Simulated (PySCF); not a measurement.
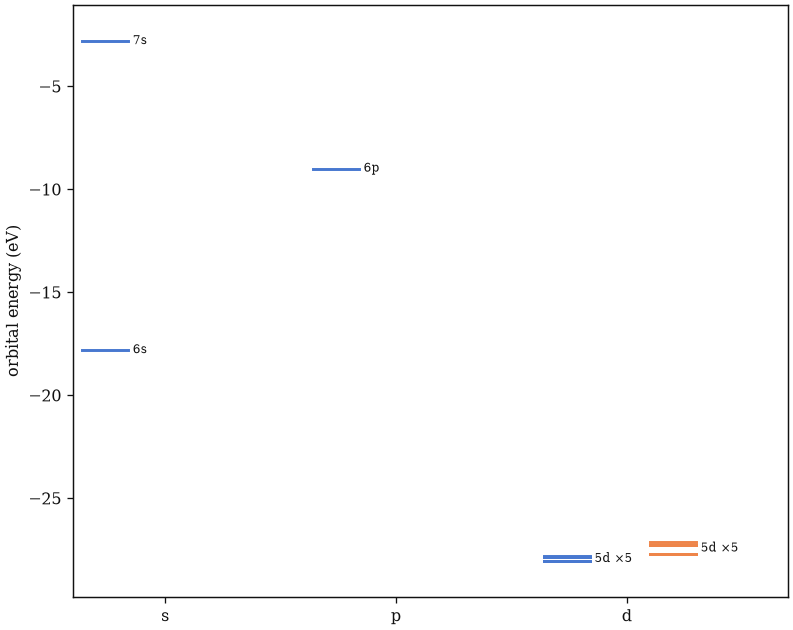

Fig. 1: Orbital energies of the mean field, from the top down to −28.1 eV, by angular momentum, α spin at the left of each column and β at the right; ×n counts the orbitals under one label. Empty levels that the record names by l alone aren't drawn. The highest filled orbital is 7s α at −2.80 eV, the lowest empty one s β at −5.91 eV.

**Atomic calculation for Tl**

- system: Tl, configuration 1s2 2s2 2p6 3s2 3p6 3d10 4s2 4p6 4d10 4f14 5s2 5p6 5d10 6s1 6p1 7s1, multiplicity 4.
- method: unrestricted HF, aug-cc-pwCVTZ-PP with ECP60, scalar-relativistic core potential (PySCF)

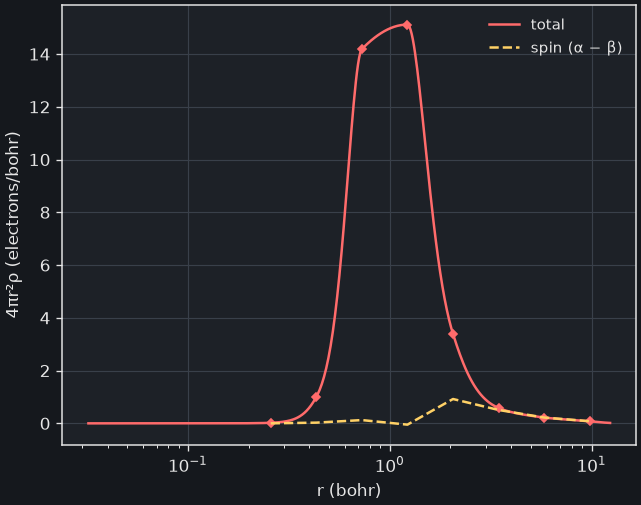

Fig. 2: Spherically averaged radial density 4πr²ρ of the mean field (valence electrons alone, under a core potential) and its spin part; markers are the stored points, which are sparse, and the line is a monotone interpolation between them. The largest stored value is 15.1 electrons/bohr at r = 1.2 bohr. Root-mean-square radii of the shells: 5s 0.952, 5p 1.09, 5d 1.48, 6s 2.60, 6p 3.51, 7s 7.57 bohr.

Input and output of the run follow.

### The input
```python
from pyscf import gto, scf, dft, mp, cc
mol = gto.M(atom="Tl 0 0 0", charge=0, spin=3, symmetry="D2h",
            basis="aug-cc-pwCVTZ-PP",
            ecp="aug-cc-pwCVTZ-PP")
mf = scf.UHF(mol)
mf.irrep_nelec = {'Ag': (5, 3), 'B1g': (1, 1), 'B2g': (1, 1), 'B3g': (1, 1), 'B1u': (1, 1), 'B2u': (2, 1), 'B3u': (1, 1)}
mf.kernel()
```

The script is an equivalent of what the driver set up; the driver started from orbitals of its own, so the log can be shorter than this script's would be, and it computed the properties (radii, ⟨L²⟩, response) afterwards. It held the occupations shell by shell, which the script's counts by irreducible representation don't always enforce.

### Log (extracts)
```
damping factor = 0
level_shift factor = 0
DIIS = <class 'pyscf.scf.diis.CDIIS'>
diis_start_cycle = 1
diis_space = 10
diis_damp = 0
SCF conv_tol = 1e-09
SCF conv_tol_grad = None
number electrons alpha = 12  beta = 9
cycle= 1 E= -171.226264965815  delta_E= -0.00234  |g|= 0.0154  |ddm|= 0.0937
cycle= 2 E= -171.226593463751  delta_E= -0.000328  |g|= 0.00709  |ddm|= 0.0395
cycle= 3 E= -171.226708936682  delta_E= -0.000115  |g|= 0.00227  |ddm|= 0.0396
cycle= 4 E= -171.226725399101  delta_E= -1.65e-05  |g|= 0.000732  |ddm|= 0.0205
cycle= 5 E= -171.226727722512  delta_E= -2.32e-06  |g|= 0.000246  |ddm|= 0.00927
cycle= 6 E= -171.226728079998  delta_E= -3.57e-07  |g|= 0.000128  |ddm|= 0.00304
cycle= 7 E= -171.226728310458  delta_E= -2.3e-07  |g|= 4.62e-05  |ddm|= 0.00355
cycle= 8 E= -171.226728339892  delta_E= -2.94e-08  |g|= 5.11e-06  |ddm|= 0.00159
cycle= 9 E= -171.226728340058  delta_E= -1.66e-10  |g|= 8.2e-07  |ddm|= 0.000106
converged SCF energy = -171.226728340058  <S^2> = 3.7540247  2S+1 = 4.0020118
```

### Key numbers

- outcome: converged
- total energy (valence electrons, under a core potential): −171.226728 hartree
- ⟨S²⟩: 3.754
- ⟨L²⟩: 2.04
- SCF iterations: 9
- hardware: 1 CPU thread, shared host
- CPU time: 1.7 s (integrals apart)

### Remarks

This is not the ground configuration of the species.
